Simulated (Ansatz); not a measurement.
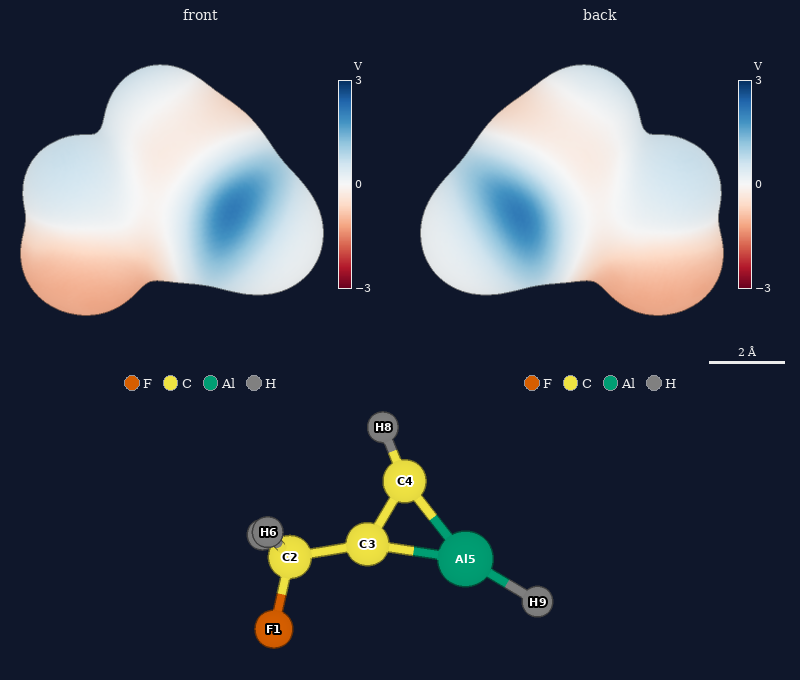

The picture shows: C3H4AlF. The electrostatic potential painted on the density surface at 0.001 e/bohr³, seen from the front and from behind; red is negative and blue positive. The bare structure is drawn below in the same view.

Geometry: PBE0-D4/def2-TZVP.

The calculation used RKS PBE0-D4/def2-TZVPP (Ansatz 0.2.0).

Input file:

```
crystal:
  periodic: [false, false, false]
  atoms:
    - {symbol: F, position_ang: [0.821260, 1.103665, -1.886719]}
    - {symbol: C, position_ang: [0.933234, 0.031945, -1.017958]}
    - {symbol: C, position_ang: [-0.092256, 0.067732, 0.040244]}
    - {symbol: C, position_ang: [-0.321398, -0.800087, 1.074570]}
    - {symbol: Al, position_ang: [-1.530776, 0.596766, 1.089405]}
    - {symbol: H, position_ang: [1.938599, 0.064825, -0.582109]}
    - {symbol: H, position_ang: [0.843222, -0.884756, -1.612370]}
    - {symbol: H, position_ang: [0.230895, -1.708446, 1.314065]}
    - {symbol: H, position_ang: [-2.734379, 1.481955, 1.563671]}
basis:
  gaussian: {orbitals: def2-TZVPP}
hamiltonian: {xc: pbe0, dispersion: d4}
output: {orbitals: {seedname: orbitals}}
```

Launched as:

```sh
ansatz run in.yaml --threads 2 --pin off --events-out ev --progress --plain --max-ram 4352MiB
```

Describe the electrostatic potential map.

Answer. The most negative region (about −1.1 V) lies over F1, the most positive (about +2.1 V) over Al5.
